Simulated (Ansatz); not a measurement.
# C2H9GeOP: inversion of the pyramid at P5, part 3 of 3

Wanted: the energy profile along the inversion of the pyramid at P5, from relaxed end points and a band of images. SMILES of the start: CO[CH2][GeH2][PH2].

Ansatz 0.2.0; RHF/def2-SVP. The steps go on from the part before.

### Step 7. The band again, with other settings

crystal.atoms is end A as relaxed above, and neb.final_atoms is end B, turned to lie on A. With 1 inner images the band has 3 in all. The start path is listed, through a guess of the saddle.

The input, input.yaml:

```yaml
crystal:
  periodic: [false, false, false]
  atoms:
    - { symbol: C, position_ang: [-1.674511, 1.089747, 1.49098] }
    - { symbol: O, position_ang: [-0.731232, 0.207738, 0.983348] }
    - { symbol: C, position_ang: [-0.70078, 0.094744, -0.402478] }
    - { symbol: Ge, position_ang: [0.709222, -1.199109, -0.885665] }
    - { symbol: P, position_ang: [2.755007, -0.456559, -0.022231] }
    - { symbol: H, position_ang: [-2.692042, 0.794366, 1.212357] }
    - { symbol: H, position_ang: [-1.502596, 2.111218, 1.134105] }
    - { symbol: H, position_ang: [-1.592562, 1.08113, 2.575857] }
    - { symbol: H, position_ang: [-1.665011, -0.251352, -0.795775] }
    - { symbol: H, position_ang: [-0.495709, 1.0632, -0.876511] }
    - { symbol: H, position_ang: [0.746184, -1.336246, -2.418474] }
    - { symbol: H, position_ang: [0.396503, -2.569716, -0.271928] }
    - { symbol: H, position_ang: [2.875108, 0.655892, -0.88748] }
    - { symbol: H, position_ang: [3.55942, -1.314352, -0.807406] }
basis:
  gaussian: { orbitals: def2-SVP }
hamiltonian:
  xc: hf
neb:
  order_check: false
  images: 1
  f_tol: 0.03
  max_iterations: 60
  climbing: false
  final_atoms:
    - { symbol: C, position_ang: [-1.53577091, 1.16013839, 1.44078388] }
    - { symbol: O, position_ang: [-0.58232133, 0.33848297, 0.85573853] }
    - { symbol: C, position_ang: [-0.78867678, 0.04457705, -0.4910294] }
    - { symbol: Ge, position_ang: [0.6924797, -1.12012493, -1.07626196] }
    - { symbol: P, position_ang: [2.69235808, 0.01119884, -0.63676336] }
    - { symbol: H, position_ang: [-2.5324896, 0.70731667, 1.40478738] }
    - { symbol: H, position_ang: [-1.58240632, 2.13636706, 0.94635601] }
    - { symbol: H, position_ang: [-1.25771858, 1.3091592, 2.48227716] }
    - { symbol: H, position_ang: [-1.75079737, -0.45994405, -0.64372891] }
    - { symbol: H, position_ang: [-0.80451916, 0.95828099, -1.09764199] }
    - { symbol: H, position_ang: [0.59142017, -1.35276597, -2.59369997] }
    - { symbol: H, position_ang: [0.60777699, -2.47426209, -0.35860911] }
    - { symbol: H, position_ang: [2.68617543, -0.22317822, 0.75492074] }
    - { symbol: H, position_ang: [3.55149069, -1.06454491, -0.95843002] }
  initial_path:
    images:
      - { positions_ang: [[-1.674511, 1.089747, 1.49098], [-0.731232, 0.207738, 0.983348], [-0.70078, 0.094744, -0.402478], [0.709222, -1.199109, -0.885665], [2.755007, -0.456559, -0.022231], [-2.692042, 0.794366, 1.212357], [-1.502596, 2.111218, 1.134105], [-1.592562, 1.08113, 2.575857], [-1.665011, -0.251352, -0.795775], [-0.495709, 1.0632, -0.876511], [0.746184, -1.336246, -2.418474], [0.396503, -2.569716, -0.271928], [2.875108, 0.655892, -0.88748], [3.55942, -1.314352, -0.807406]] }
      - { positions_ang: [[-1.52273508, 1.03916574, 1.44397441], [-0.5932596, 0.17257523, 0.99121788], [-0.69533973, 0.06330006, -0.42244965], [0.78360534, -1.1631489, -1.02209601], [2.76556072, -0.38238754, -0.43194276], [-2.59704168, 0.73937764, 1.17968033], [-1.37566207, 2.10215562, 1.01805074], [-1.47302325, 1.17756605, 2.52918874], [-1.6401596, -0.32272088, -0.69056267], [-0.46563698, 1.04528259, -0.88069923], [0.63157089, -1.31430365, -2.53129431], [0.50236827, -2.55071655, -0.33745017], [2.30026369, 1.01724047, -0.43303965], [3.3664901, -1.6526849, -0.38387864]] }
      - { positions_ang: [[-1.53577091, 1.16013839, 1.44078388], [-0.58232133, 0.33848297, 0.85573853], [-0.78867678, 0.04457705, -0.4910294], [0.6924797, -1.12012493, -1.07626196], [2.69235808, 0.01119884, -0.63676336], [-2.5324896, 0.70731667, 1.40478738], [-1.58240632, 2.13636706, 0.94635601], [-1.25771858, 1.3091592, 2.48227716], [-1.75079737, -0.45994405, -0.64372891], [-0.80451916, 0.95828099, -1.09764199], [0.59142017, -1.35276597, -2.59369997], [0.60777699, -2.47426209, -0.35860911], [2.68617543, -0.22317822, 0.75492074], [3.55149069, -1.06454491, -0.95843002]] }
```

The run is started by

```bash
$ ansatz run input.yaml --threads 2 --pin off --max-ram 3072MiB --backend cpu --events-out ev --progress --plain --runs-dir out
```

What it wrote, cut to the lines that bear on the results:

```text
Warning: RAYON_NUM_THREADS=2 ignored (pool sized by the plan → 2); use --threads N
[...]
Functional definition: HF
[...]
1475 factors; integrals over basis functions are off by at most 3.5e-4 eV
[...]
mean field -69972.21168106 eV, -2571.4313504106 hartree, gradient 1.8e-5 eV, S^2 0.000000; 0 other end points of the search recorded, 0 dependent functions left out
[...]
reference -69972.21168106 eV, -2571.4313504106 hartree; 38, 38 occupied and 99, 99 virtual orbitals, 1475 factors
[...]
Atom 10 at     0.424802    -1.454231    -2.640690 Å, force    -0.001089     0.002438    -0.010614 eV/Å
Atom 11 at     0.534796    -2.538919    -0.399518 Å, force     0.001311     0.004844     0.003793 eV/Å
Atom 12 at     2.457084     0.708577    -0.005463 Å, force    -0.003462    -0.010535     0.022353 eV/Å
Atom 13 at     3.237185    -1.222291     0.146553 Å, force    -0.005657     0.008473     0.006249 eV/Å
Dipole moment:    -0.424468     0.172103     0.081890 e Å
this run last wrote the band of iteration 12 to <dir>
```

Run time: 38 s. Hardware: 2 threads of Arm Neoverse V2, shared host; peak memory 0.35 GiB.

### Step 8. What the band shows

Images 0 and 2 are the ends. Energies count from image 0; the path length is the program's own measure over all atoms.

| image | path (Å) | energy (eV) | sum of angles at P5 (°) | band force (eV/Å) |
| --- | --- | --- | --- | --- |
| 0 | 0.000 | 0.0000 | 286.5 | - |
| 1 | 1.819 | 0.0265 | 286.8 | 0.023 |
| 2 | 3.638 | -0.0315 | 287.8 | - |

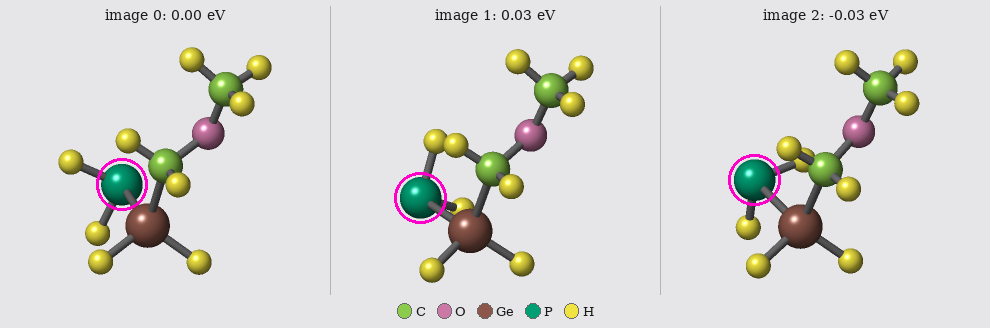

The images of the last band, seen from a free direction. Ringed: P5. Sticks join atoms closer than a bonding distance in each image.

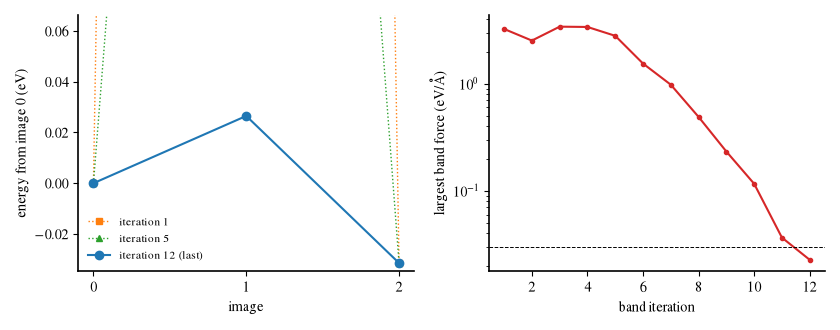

Left: energy of each image for early iterations and the last one (lines only join the points; early values far above the last band run off the scale). Right: the largest band force by iteration, with the threshold dashed.

### Step 9. Another band, settings changed

crystal.atoms is end A as relaxed above, and neb.final_atoms is end B, turned to lie on A. With 7 inner images the band has 9 in all. The start path is listed, through a guess of the saddle.

input.yaml: that of step 7 with these lines changed.

```diff
@@ -23,6 +23,7 @@
   order_check: false
-  images: 1
+  images: 7
   f_tol: 0.03
-  max_iterations: 60
-  climbing: false
+  max_iterations: 52
+  optimiser: lbfgs
+  climbing: immediate
   final_atoms:
@@ -45,3 +46,9 @@
       - { positions_ang: [[-1.674511, 1.089747, 1.49098], [-0.731232, 0.207738, 0.983348], [-0.70078, 0.094744, -0.402478], [0.709222, -1.199109, -0.885665], [2.755007, -0.456559, -0.022231], [-2.692042, 0.794366, 1.212357], [-1.502596, 2.111218, 1.134105], [-1.592562, 1.08113, 2.575857], [-1.665011, -0.251352, -0.795775], [-0.495709, 1.0632, -0.876511], [0.746184, -1.336246, -2.418474], [0.396503, -2.569716, -0.271928], [2.875108, 0.655892, -0.88748], [3.55942, -1.314352, -0.807406]] }
+      - { positions_ang: [[-1.63656702, 1.07710169, 1.4792286], [-0.6967389, 0.19894731, 0.98531547], [-0.69941993, 0.08688301, -0.40747091], [0.72781784, -1.19011897, -0.91977275], [2.75764543, -0.43801614, -0.12465894], [-2.66829192, 0.78061891, 1.20418783], [-1.47086252, 2.10895241, 1.10509143], [-1.56267731, 1.10523901, 2.56418993], [-1.65879815, -0.26919422, -0.76947192], [-0.48819099, 1.05872065, -0.87755806], [0.71753072, -1.33076041, -2.44667908], [0.42296932, -2.56496614, -0.28830854], [2.73139692, 0.74622912, -0.77386991], [3.51118752, -1.39893523, -0.70152416]] }
+      - { positions_ang: [[-1.59862304, 1.06445637, 1.46747721], [-0.6622458, 0.19015662, 0.98728294], [-0.69805987, 0.07902203, -0.41246382], [0.74641367, -1.18112895, -0.95388051], [2.76028386, -0.41947327, -0.22708688], [-2.64454184, 0.76687182, 1.19601866], [-1.43912904, 2.10668681, 1.07607787], [-1.53279263, 1.12934803, 2.55252287], [-1.6525853, -0.28703644, -0.74316884], [-0.48067299, 1.0542413, -0.87860512], [0.68887744, -1.32527483, -2.47488415], [0.44943563, -2.56021628, -0.30468909], [2.58768584, 0.83656624, -0.66025983], [3.46295505, -1.48351845, -0.59564232]] }
+      - { positions_ang: [[-1.56067906, 1.05181106, 1.45572581], [-0.6277527, 0.18136592, 0.98925041], [-0.6966998, 0.07116104, -0.41745674], [0.76500951, -1.17213892, -0.98798826], [2.76292229, -0.40093041, -0.32951482], [-2.62079176, 0.75312473, 1.1878495], [-1.40739556, 2.10442122, 1.0470643], [-1.50290794, 1.15345704, 2.5408558], [-1.64637245, -0.30487866, -0.71686575], [-0.47315498, 1.04976195, -0.87965218], [0.66022417, -1.31978924, -2.50308923], [0.47590195, -2.55546641, -0.32106963], [2.44397476, 0.92690336, -0.54664974], [3.41472257, -1.56810168, -0.48976048]] }
       - { positions_ang: [[-1.52273508, 1.03916574, 1.44397441], [-0.5932596, 0.17257523, 0.99121788], [-0.69533973, 0.06330006, -0.42244965], [0.78360534, -1.1631489, -1.02209601], [2.76556072, -0.38238754, -0.43194276], [-2.59704168, 0.73937764, 1.17968033], [-1.37566207, 2.10215562, 1.01805074], [-1.47302325, 1.17756605, 2.52918874], [-1.6401596, -0.32272088, -0.69056267], [-0.46563698, 1.04528259, -0.88069923], [0.63157089, -1.31430365, -2.53129431], [0.50236827, -2.55071655, -0.33745017], [2.30026369, 1.01724047, -0.43303965], [3.3664901, -1.6526849, -0.38387864]] }
+      - { positions_ang: [[-1.52599404, 1.0694089, 1.44317678], [-0.59052503, 0.21405217, 0.95734805], [-0.718674, 0.05861931, -0.43959459], [0.76082393, -1.1523929, -1.0356375], [2.74726006, -0.28399095, -0.48314791], [-2.58090366, 0.7313624, 1.23595709], [-1.42734814, 2.11070848, 1.00012706], [-1.41919709, 1.21046434, 2.51746084], [-1.66781904, -0.35702667, -0.67885423], [-0.55035753, 1.02353219, -0.93493492], [0.62153321, -1.32391923, -2.54689572], [0.52872045, -2.53160294, -0.34273991], [2.39674162, 0.7071358, -0.13604955], [3.41274025, -1.50564991, -0.52751648]] }
+      - { positions_ang: [[-1.52925299, 1.09965206, 1.44237915], [-0.58779047, 0.2555291, 0.92347821], [-0.74200826, 0.05393856, -0.45673952], [0.73804252, -1.14163691, -1.04917899], [2.7289594, -0.18559435, -0.53435306], [-2.56476564, 0.72334716, 1.29223385], [-1.4790342, 2.11926134, 0.98220338], [-1.36537092, 1.24336262, 2.50573295], [-1.69547849, -0.39133246, -0.66714579], [-0.63507807, 1.00178179, -0.98917061], [0.61149553, -1.33353481, -2.56249714], [0.55507263, -2.51248932, -0.34802964], [2.49321956, 0.39703113, 0.16094055], [3.4589904, -1.35861491, -0.67115433]] }
+      - { positions_ang: [[-1.53251195, 1.12989523, 1.44158151], [-0.5850559, 0.29700603, 0.88960837], [-0.76534252, 0.0492578, -0.47388446], [0.71526111, -1.13088092, -1.06272047], [2.71065874, -0.08719776, -0.58555821], [-2.54862762, 0.71533192, 1.34851062], [-1.53072026, 2.1278142, 0.9642797], [-1.31154475, 1.27626091, 2.49400506], [-1.72313793, -0.42563826, -0.65543735], [-0.71979862, 0.98003139, -1.0434063], [0.60145785, -1.34315039, -2.57809856], [0.58142481, -2.49337571, -0.35331938], [2.5896975, 0.08692645, 0.45793064], [3.50524055, -1.21157991, -0.81479217]] }
       - { positions_ang: [[-1.53577091, 1.16013839, 1.44078388], [-0.58232133, 0.33848297, 0.85573853], [-0.78867678, 0.04457705, -0.4910294], [0.6924797, -1.12012493, -1.07626196], [2.69235808, 0.01119884, -0.63676336], [-2.5324896, 0.70731667, 1.40478738], [-1.58240632, 2.13636706, 0.94635601], [-1.25771858, 1.3091592, 2.48227716], [-1.75079737, -0.45994405, -0.64372891], [-0.80451916, 0.95828099, -1.09764199], [0.59142017, -1.35276597, -2.59369997], [0.60777699, -2.47426209, -0.35860911], [2.68617543, -0.22317822, 0.75492074], [3.55149069, -1.06454491, -0.95843002]] }
```

The run is started by

```bash
$ ansatz run input.yaml --threads 2 --pin off --max-ram 3072MiB --backend cpu --events-out ev --progress --plain --runs-dir out
```

What it wrote, cut to the lines that bear on the results:

```text
Warning: RAYON_NUM_THREADS=2 ignored (pool sized by the plan → 2); use --threads N
[...]
[... 1 set-up line as earlier in the session ...]
[...]
1475 factors; integrals over basis functions are off by at most 3.5e-4 eV
[...]
mean field -69972.21168106 eV, -2571.4313504106 hartree, gradient 1.8e-5 eV, S^2 0.000000; 0 other end points of the search recorded, 0 dependent functions left out
[...]
reference -69972.21168106 eV, -2571.4313504106 hartree; 38, 38 occupied and 99, 99 virtual orbitals, 1475 factors
[...]
NEB iter   1: max|band force component| = 3.136e1 eV/Å  barrier→ = 7.1947 eV  barrier← = 7.2262 eV  CI = image 6  Δτ_max = 0.2000 Å  (311 SCF iters)
[...]
1475 factors; integrals over basis functions are off by at most 3.5e-4 eV
mean field -69971.87289701 eV, -2571.4189003261 hartree, gradient 3.4e-5 eV, S^2 0.000000; 0 other end points of the search recorded, 0 dependent functions left out
[...]
reference -69971.87289701 eV, -2571.4189003261 hartree; 38, 38 occupied and 99, 99 virtual orbitals, 1475 factors
[...]
```

### Step 10. The log goes on: band between the two ends

The log, continued, cut to the lines that bear on the results:

```text
1475 factors; integrals over basis functions are off by at most 3.4e-4 eV
mean field -69970.98924437 eV, -2571.3864266905 hartree, gradient 3.4e-5 eV, S^2 0.000000; 0 other end points of the search recorded, 0 dependent functions left out
[...]
NEB iter   2: max|band force component| = 6.442e0 eV/Å  barrier→ = 3.2800 eV  barrier← = 3.3115 eV  CI = image 4  Δτ_max = 0.0922 Å  (249 SCF iters)
[...]
Atom 10 at     0.425976    -1.429270    -2.575209 Å, force     0.004732    -0.004565     0.004108 eV/Å
Atom 11 at     0.422223    -2.635804    -0.396329 Å, force     0.001100     0.010209     0.011367 eV/Å
Atom 12 at     2.865043     0.892333    -0.265224 Å, force     0.018051    -0.002498     0.004624 eV/Å
Atom 13 at     3.769244    -1.236051    -0.282561 Å, force     0.006163    -0.006594    -0.013247 eV/Å
Dipole moment:    -0.341197     0.202585    -0.068292 e Å
this run last wrote the band of iteration 51 to <dir>
```

It took 14 min on 2 threads of Arm Neoverse V2, shared host; peak memory 0.38 GiB.

### Step 11. Images and barrier

Images 0 and 8 are the ends. Energies count from image 0; the path length is the program's own measure over all atoms.

| image | path (Å) | energy (eV) | sum of angles at P5 (°) | band force (eV/Å) |
| --- | --- | --- | --- | --- |
| 0 | 0.000 | 0.0000 | 286.5 | - |
| 1 | 0.374 | 0.0059 | 289.3 | 0.029 |
| 2 | 0.744 | 0.1190 | 307.2 | 0.019 |
| 3 | 1.112 | 0.6482 | 342.2 | 0.018 |
| 4* | 1.479 | 1.2085 | 360.0 | 0.018 |
| 5 | 2.106 | 0.1732 | 312.0 | 0.019 |
| 6 | 2.733 | 0.0132 | 289.0 | 0.019 |
| 7 | 3.361 | -0.0183 | 288.0 | 0.019 |
| 8 | 3.988 | -0.0315 | 287.8 | - |

The star marks the climbing image.

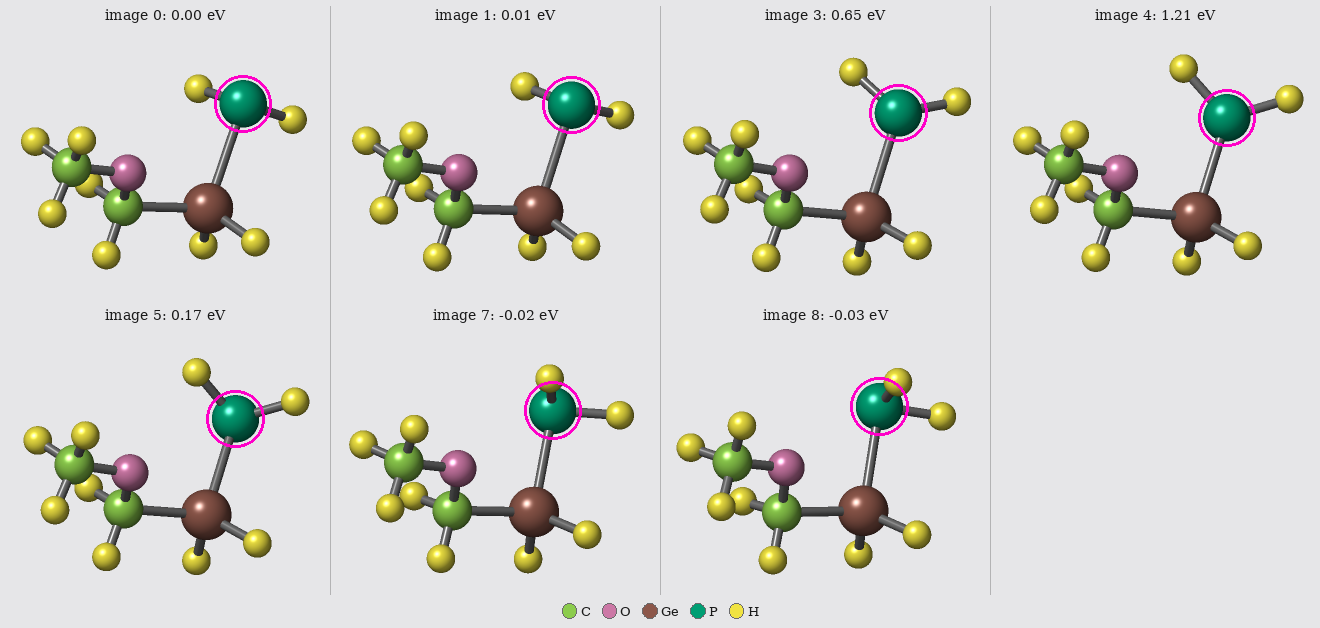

Snapshots along the band, viewed from a free direction. Ringed: P5. Sticks join atoms closer than a bonding distance in each image.

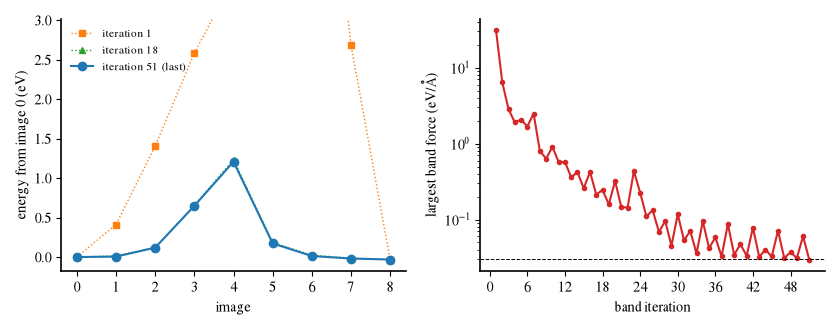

Left: energy of each image for early iterations and the last one (lines only join the points; early values far above the last band run off the scale). Right: the largest band force by iteration, with the threshold dashed.

### Step 12. Results

This closing draws on all 3 parts.

| quantity | value |
| --- | --- |
| end A | 5 moves, 0.481 eV lower |
| end B | 17 moves, 0.554 eV lower |
| first band: band | not converged after 56 iterations |
| first band: highest image of the last band | 1.14 eV above image 0 (no barrier of the system) |
| second band | top 0.027 eV above image 0, 12 iterations, 1 inner image, none climbing |
| time, first and second band | 16 min and 38 s |
| third band | top 1.208 eV above image 0, 51 iterations, 7 inner images |
| time, first and third band | 16 min and 14 min |

**Reading.** In the first band: the band did not converge, so no barrier can be quoted. Its largest force still stood at 0.05 eV/Å, against a threshold of 0.03. As for the second band: so few images can miss the top or cut a corner of the path.
